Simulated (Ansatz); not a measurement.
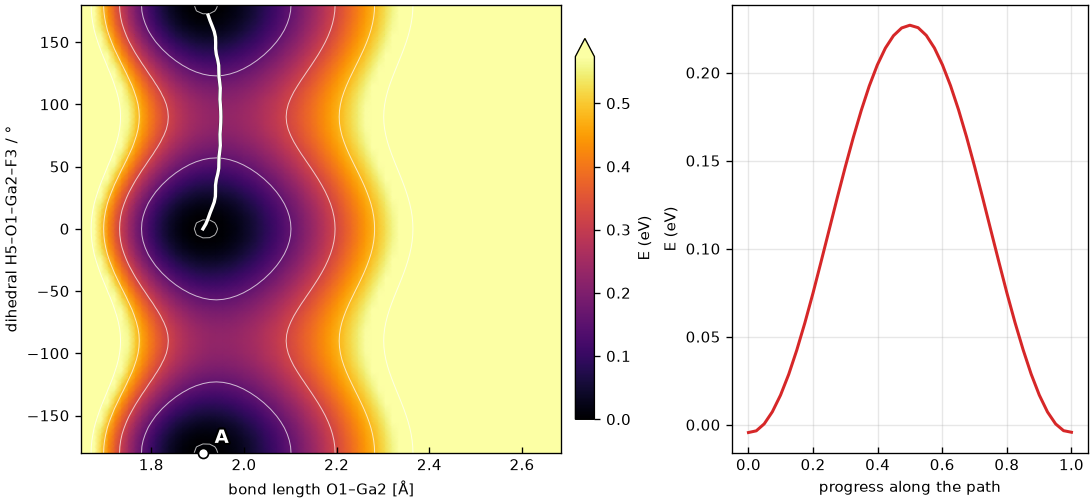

F₂GaH₂O, SMILES [OH2+][Ga]([F])[F], charge +1. Coordinates scanned: (1) bond length O1–Ga2; (2) dihedral H5–O1–Ga2–F3. Nothing is relaxed (all other coordinates rigid). The grid has 15 × 15 points; 121 points were computed and 104 follow by symmetry. Points are written as (first, second). All energies are given in eV relative to the lowest grid point. Computed with RKS CAM-B3LYP-D4/def2-TZVP (Ansatz 0.2.0).

The picture shows a smooth colour map with a few white contour lines, a line along the lowest path, one colour for all values above the top of the scale, the energy along the path at the right, the start A. Between grid points the surface is interpolated.

Describe the path and its barrier.

The easiest path leads from the well at about (1.91 Å, −180°) to a well of about the same depth at about (1.91 Å, 0°). Its highest point lies about 0.23 eV above the bottom of the first well on the interpolated surface, at about (1.95 Å, 90°). The start is the relaxed structure and all else is held, so a fully relaxed path at this level can only be lower.
